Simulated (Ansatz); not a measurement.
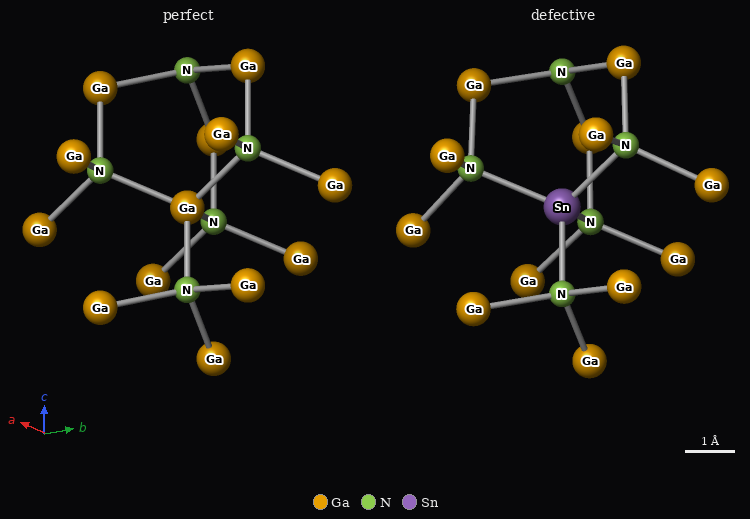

Left: perfect GaN. Right: the same region with one point defect, after relaxing the atoms in a supercell of 48 sites. Style: ball-and-stick. Shown: the atoms within 3.3 Å of one point, from a free direction.

These are results of DFT, PBE, plane-wave PAW, default files, scalar-relativistic in Ansatz 0.2.0, not measurements. Set-up: plane-wave cutoff 420 eV; k-point mesh 4 × 3 × 2; occupations fermi dirac; smearing width 0.01 eV; no spin polarisation. A uniform background neutralises the charged cell. The axes drawn are those of the host's conventional cell.

Q: What kind of defect was made?

A: A gallium atom is replaced by tin.

The charge state of the cell is +1.

Q: What does the relaxation do around it?

A: In the host the Ga atom has 4 N at 1.94 to 1.95 Å; the Sn atom ends with 4 N at 2.04 to 2.05 Å. Of the host's atoms, a nitrogen atom moves furthest from its site, by 0.10 Å. Relaxing the atoms from the host's sites lowers the energy by 0.65 eV.

Limits of the set-up: the periodic images lie only 6.4 Å apart, so the values are limited by the cell's size; the cell is charged, on a uniform background, and energies carry no finite-size correction.
